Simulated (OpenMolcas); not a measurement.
# NiF$_{6}$ (charge −4): excited-state calculation

NiF$_{6}$, charge −4, multiplicity 3, computed with CASPT2/ANO-RCC-VDZ, DKH2 (OpenMolcas 26.06).

The run did not end well. The geometry comes from this level: GFN2-xTB.

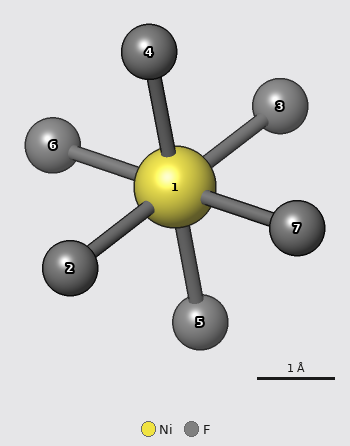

Figure 1. The input geometry (ball-and-stick view, seen at a tilt; atoms are numbered from 1 in the order of the input). Sticks mark near contacts. Bond lengths as drawn: F–Ni 2.12 Å.

**Input**
```
* F6Ni CASPT2

&GATEWAY
 COORD = struct.xyz
 BASIS = ANO-RCC-VDZ
 GROUP = NoSym
 RICD

&SEWARD

&RASSCF
 FILEORB = $CurrDir/step2.RasOrb
 SPIN = 3
 NACTEL = 8 0 0
 INACTIVE = 39
 RAS2 = 5
 CIROOT = 10 10 1
 ORBLISTING = Nothing
 ORBAPPEAR = Compact

&CASPT2
 MULTISTATE = all
```

**File struct.xyz**
```
7

Ni     0.000790    -0.000840     0.000020
F     -0.024620    -0.013390     2.122020
F      0.019980     0.008560    -2.124440
F      2.120440     0.010300     0.024900
F     -2.121960    -0.005430    -0.020190
F     -0.003200     2.123460     0.011550
F      0.008570    -2.122650    -0.013870
```

Machine: 1 thread of Arm Neoverse V1, 24 GiB of memory available, shared host.

Launch command:
```bash
export MOLCAS_MEM=2
pymolcas step12.input > step12.log
```

**The program's output**
```
--- Start Module: gateway ---

                                              &GATEWAY

                       available to each process: 2.0 MB of memory, 1 thread

---------------------------------------------------------------------------------------------
  Nr.	 Label		Type		Offset		Length	   Atime	  Address
---------------------------------------------------------------------------------------------
  1	FILETABL    	CHAR	-93121313985288	       26929           5	[0xaaaacafa0060]
  2	DBSC        	CHAR	    -273126232	     1456001          58	[0xff5c3989c010]
---------------------------------------------------------------------------------------------
Maximal available memory for Molcas = 517070
 ?mma_allo_?D: error: out-of-memory
 label: Shells
  available (kB):          517
  required  (kB):          792

--- Stop Module: gateway /rc=-6 ---

.########################.
.# Non-zero return code #.
.########################.

    Timing: Wall=0.04 User=0.02 System=0.02
```

**Outcome**

```csv
quantity,value
outcome,ended with an error
peak memory,0.088 GiB
```

**Diagnosis**

Some settings of this run were drawn to be unusual or wrong (mem set to 2 (from default)). The run ended with an error.
